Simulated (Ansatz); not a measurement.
VO₂ (rutile)

```xyz
6
Lattice="4.5372 0.0000 0.0000 0.0000 4.5372 0.0000 0.0000 0.0000 2.8031" Properties=species:S:1:pos:R:3 pbc="T T T"
V      0.0000     0.0000     0.0000
V      2.2686     2.2686     1.4016
O      1.3565     1.3565     0.0000
O      3.6251     0.9121     1.4016
O      0.9121     3.6251     1.4016
O      3.1807     3.1807     0.0000
```

This relaxed cell (volume V₀) is scaled evenly in all directions, its shape held. The atoms relax within the cell's symmetry.

Calculation: PBEsol (plane waves to 420 eV, PAW, scalar-relativistic; Ansatz, a program for electronic structure). k mesh 10×10×17 (Γ-centred), Fermi-Dirac smearing 0.05 eV. E stands for the smeared free energy. Stress and pressure are positive under compression. With the shape held, the modulus is that of even scaling; a crystal free to change shape is softer. Relaxed VO2 ends ferromagnetic. The PAW data are Ansatz's earlier set. This is a high-temperature form of VO2. VO2 is run spin-polarised and with no Hubbard U. VO2 was relaxed with its symmetry unable to fall. The magnetic order is the one the run started from; other orders were not tried. ΔE is measured from the relaxed starting cell.

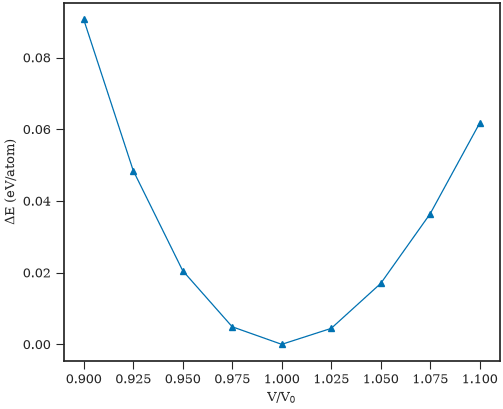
Figure. ΔE (eV/atom) against V/V₀; markers are the computed points, lines only join them.

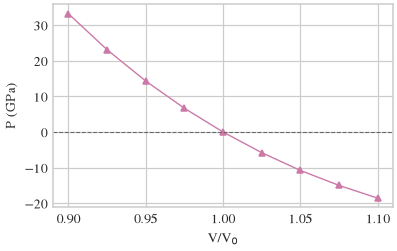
*P (GPa) against V/V₀; one marker a computed point.*

The equilibrium volume of the fit is 9.62 Å³/atom and the energy cost of the largest compression is 91 meV/atom. The energy cost of the largest expansion is 62 meV/atom and the bulk modulus at fixed cell shape B₀ (third-order Birch-Murnaghan fit) comes out as 247 GPa. The pressure for 5 % compression (fit) is 14.3 GPa.

Check by three points about V = 9.618 Å³/atom, step 0.481: d²E/dV² ≈ (21 − 2·0 + 17) meV / 0.481² = 0.164 eV/Å⁶, and V·d²E/dV² × 160.2 = 253 GPa.

(A scan under strain: stresses follow from slopes of the energy per volume, elastic moduli from its curvatures.)
